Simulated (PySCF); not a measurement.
# SO2F2: frequency calculation

- system: SO2F2
- method: RKS-based PBE0, S def2-SVP, O def2-SVP, F def2-SVP; non-relativistic Hamiltonian; density fitting (PySCF 2.14.0)

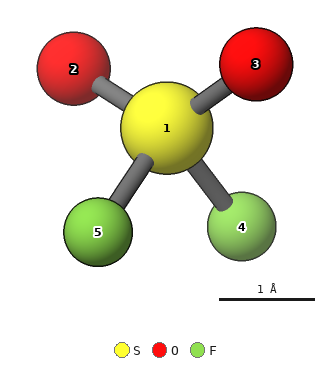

Fig. 1: The input geometry (ball-and-stick view, seen at a tilt; atoms are numbered from 1 in the order of the input). Bond lengths as drawn: F–S 1.58 Å and O–S 1.42 Å.

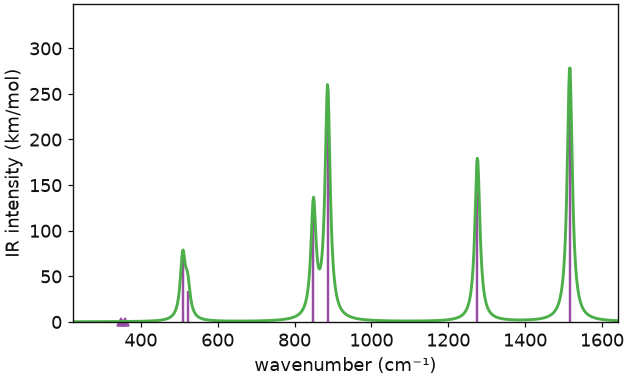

Fig. 2: Harmonic infrared spectrum, unscaled: sticks (degenerate modes added up, dark ones marked on the axis) with a Lorentzian envelope of 16 cm⁻¹ full width, scaled to the tallest stick. 9 modes from 348 to 1516 cm⁻¹, none imaginary. The strongest line is at 1516 cm⁻¹ (278 km/mol). All modes, in cm⁻¹ (km/mol): 348 (0.0), 359 (0.0), 509 (30), 509 (38), 522 (34), 849 (124), 886 (253), 1276 (178), 1516 (278).

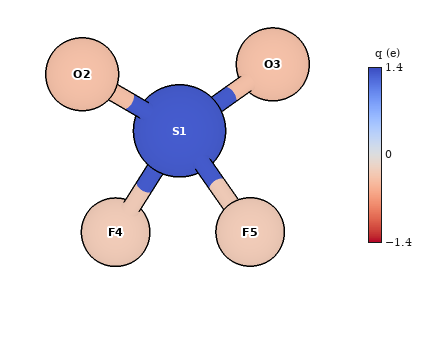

Fig. 3: Mulliken charges, as the colour of each atom (ball-and-stick view, seen at a tilt; atoms are numbered from 1 in the order of the input). By element: S +1.29, O −0.38 and F −0.27 e.

The input that produced these results follows, with the program's output.

## Input file
```python
from pyscf import gto, scf, dft
mol = gto.M(atom='''
S     -0.136151    -0.138448    -0.004004
O      0.070987    -1.225575    -0.900237
O     -1.252119     0.024516     0.865504
F      0.047830     1.200339    -0.813964
F      1.175316     0.043444     0.849932''',
    basis={'S': 'def2-SVP', 'O': 'def2-SVP', 'F': 'def2-SVP'},
    charge=0, spin=0)
mf = dft.RKS(mol, xc='PBE0')
mf.grids.atom_grid = (75, 302)
aux = {'S': 'def2-universal-JKFIT', 'O': 'def2-universal-JKFIT', 'F': 'def2-universal-JKFIT'}
mf = mf.density_fit(auxbasis=aux)
mf.conv_tol = 1e-09
mf.diis_space = 10
mf.max_cycle = 60
mf.verbose = 4
mf.kernel()
```

The script is an equivalent of the set-up of the self-consistent field. The run itself was carried out by a driver, which started from the orbitals of the step before it where there was one and computed the further properties.

Run as:
```bash
OMP_NUM_THREADS=2 python axn.py task.json out
```

## Output
```
init E= -747.365000105761
  HOMO = -0.387954559995833  LUMO = -0.00983729519345555  gap/eV = 10.28909
cycle= 1 E= -747.365000105754  delta_E= 6.82e-12  |g|= 5.8e-06  |ddm|= 6.37e-06
  HOMO = -0.387954391247351  LUMO = -0.00983725364925769  gap/eV = 10.28909
Extra cycle  E= -747.365000105734  delta_E= 2e-11  |g|= 1.2e-05  |ddm|= 1.32e-05
converged SCF energy = -747.365000105734
```

## Key numbers

| quantity | value |
| --- | --- |
| outcome | converged |
| total energy | −747.365000 hartree |
| HOMO | −10.56 eV |
| LUMO | −0.27 eV |
| zero-point energy | 0.015434 hartree |
| dipole moment | 0.78 D |
| wavenumbers, lowest and highest | 348 and 1516 cm⁻¹ |
| hardware | 2 threads of Arm Neoverse N1, 98 GiB of memory available, shared host |
| wall time | 39 s (CPU time 68 s) |
| peak memory | 1 GiB |
